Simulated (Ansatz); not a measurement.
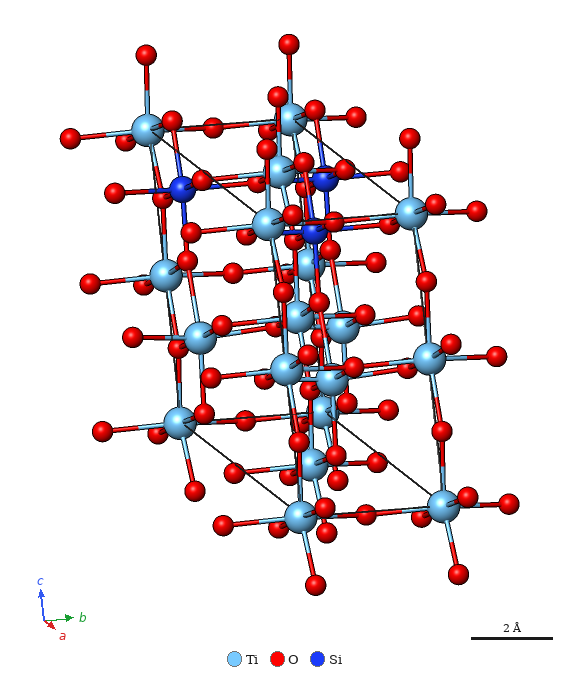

Structure drawing (ball-and-stick), viewed slightly off an axis. The wireframe shows the conventional unit cell. Some neighbours outside the box are added.

Ti3SiO8, space group Cm (No. 8), a = 10.102 Å, b = 3.713 Å, c = 7.363 Å, α = 90.00°, β = 111.42°, γ = 90.00°. Origin of the cell: a structure type filled with these elements by a generator (whether the compound takes this form wasn't checked). Earlier steps of the study may have refined or changed the cell and positions. It was the input of a calculation with Ansatz.

This one geometry was computed with Ansatz (DFT, plane waves, PAW) at four levels of theory: PBE0, PBE, r2SCAN and HSE06. It was relaxed beforehand with r2SCAN.

Question: Which level gives the highest pressure at this volume, and what does that say about its equilibrium volume?

Answer: Highest: PBE (5.5 GPa), which points to the largest equilibrium volume. Lowest, with the smallest volume: PBE0 (-2.5 GPa) and HSE06 (-2.4 GPa). Levels within 0.5 GPa of each other can't be told apart.

Question: How does the band gap change with the level of theory?

Answer: PBE: a gap of 2.11 eV, indirect; r2SCAN: a gap of 2.46 eV, indirect; HSE06: a gap of 3.62 eV, indirect; PBE0: a gap of 4.38 eV, indirect.

Question: Collect the results in a table.

Answer:
| level | cutoff (eV) | k-mesh of the run's cell | gap (eV) | pressure (GPa) |
| --- | --- | --- | --- | --- |
| PBE0 | 420 | 4×4×2 | 4.38 | -2.5 |
| PBE | 420 | 8×8×4 | 2.11 | 5.5 |
| r2SCAN | 500 | 8×8×4 | 2.46 | 0.0 |
| HSE06 | 420 | 4×4×2 | 3.62 | -2.4 |

Gaps are taken on the k-mesh or band path of each run.
